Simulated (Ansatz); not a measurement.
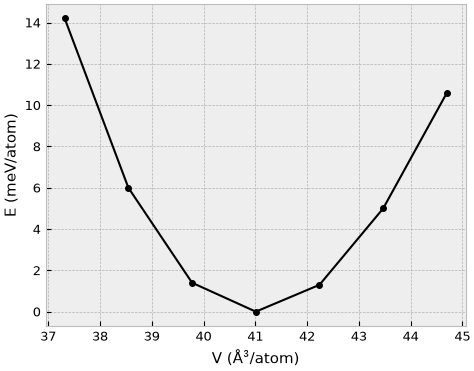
Figure. Ca (simple cubic, Pm-3m) under volume change, plane-wave PAW PBEsol (Ansatz code), scaled uniformly.

Question: What does a third-order Birch–Murnaghan fit give for V₀, B₀ and B′?

Answer: V₀ = 41.02 Å³/atom, B₀ = 11.7 GPa, B′ = 3.5.

This is a known high-pressure phase of the composition, computed here at zero pressure and temperature. The PBEsol relaxation kept the symmetry of its start. At this level the phase is mechanically unstable.

Potentials: the earlier of the program's two PAW sets. The files were generated under PBE; for other functionals the program regenerates the frozen cores, and for LDA and PBEsol the local potential too.
